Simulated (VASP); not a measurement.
Input:

```yaml
crystal:
  lattice:
    - [0.00000, 2.87137, 2.87137]
    - [2.87137, 0.00000, 2.87137]
    - [2.87137, 2.87137, 0.00000]
  atoms:
    - { symbol: Ga, position: [0.00000, 0.00000, 0.00000] }
    - { symbol: As, position: [0.25000, 0.25000, 0.25000] }
```

Computed with optB88-vdW, VASP's PBE PAW potentials (set 64) (plane waves; VASP 6.6.1). Run with 520 eV cut-off, 12×12×12 Γ-centred mesh, tetrahedra with Blöchl corrections, potentials Ga_d As.

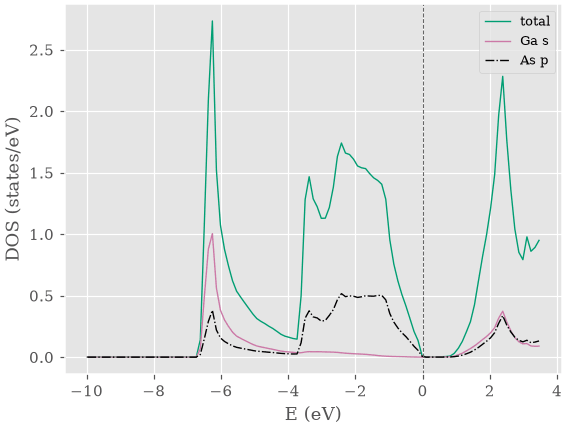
Figure: Total and projected density of states, zero at the valence-band maximum

Within 2 eV below the valence-band maximum the largest weight inside VASP's projection spheres is As p, then Ga p.

The gap is direct, 0.02 eV, from the valence maximum at Γ to the conduction minimum at Γ.

The compound is GaAs in the zinc blende structure. It was relaxed first, which changed the volume by +5 %.
